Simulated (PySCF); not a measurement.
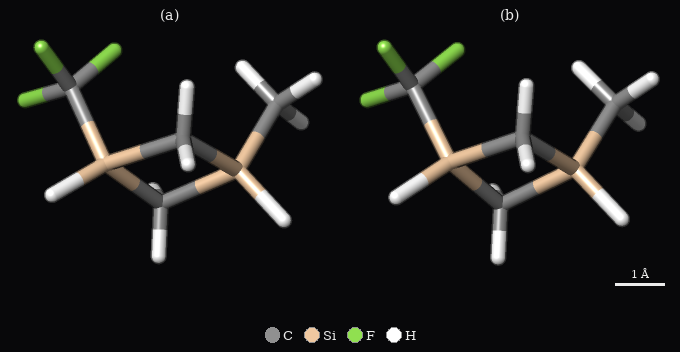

The structure of C₄H₉F₃Si₂ before (left) and after (right) a relaxation, at one scale.

A stick model, seen at a tilt.

The start comes from GFN2-xTB. Its atoms were then displaced at random by about 0.01 Å.

Level of theory: PBE0-D3(BJ)/def2-SVP geometry optimisation, gas phase (PySCF). 

What changed between the two?

Answer. After 5 geometry steps the energy has fallen by 6.87 kcal/mol. The atom that moves furthest after the best rigid fit is a Si atom (0.11 Å). By element the largest moves are Si 0.11 Å, H 0.10 Å, F 0.07 Å, C 0.05 Å. Among the contacts that change: C–Si 1.948 → 1.888 Å, H–Si 1.434 → 1.492 Å, C–Si 1.917 → 1.888 Å, C–H 1.073 → 1.100 Å. Bond angles that change, for instance: C–Si–C 87.2° → 92.8°, C–Si–H 124.7° → 119.2°, Si–C–Si 92.8° → 87.4°. Cost: 100 s on 1 thread of Arm Neoverse V1, on a shared host.
